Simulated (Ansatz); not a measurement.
| atom | x (Å) | y (Å) | z (Å) |
| --- | --- | --- | --- |
| In | -0.0103 | 0.0004 | 0.0184 |
| N | -1.8360 | 0.6193 | -0.6425 |
| N | 0.5315 | -1.9522 | -0.2056 |
| N | 1.2097 | 1.2707 | 1.0436 |
| H | -2.2324 | 0.0886 | -1.4137 |
| H | -1.9275 | 1.6077 | -0.8613 |
| H | 1.1795 | -2.3141 | 0.4894 |
| H | -0.2333 | -2.6163 | -0.2939 |
| H | 2.1990 | 1.0364 | 1.0394 |
| H | 1.1199 | 2.2595 | 0.8260 |

Geometry: PBE0-D4/def2-SVP; core potentials replace the inner electrons of In.

Method: Ansatz, isolated molecule in a Gaussian basis; Kohn-Sham density functional theory, functional PBE0.

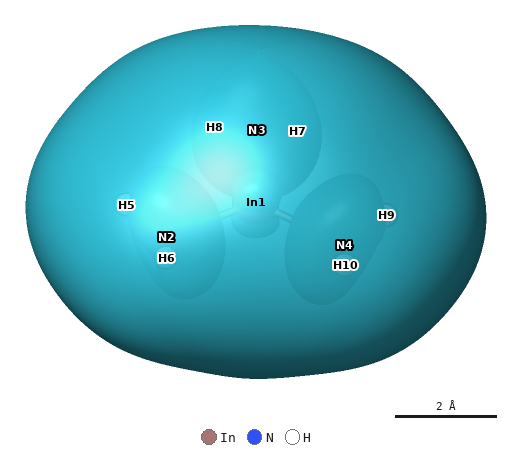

H₆InN₃ (SMILES [NH2][In]([NH2])[NH2]). The LUMO at ±0.03 Å⁻³ᐟ² (yellow and cyan are the two phases), seen at an oblique angle.

> What is the character of this orbital?

It lies mainly on In1 (about 50 %), N2 (about 10 %), N4 (about 10 %) and N3 (about 5 %). Its energy is −1.08 eV.
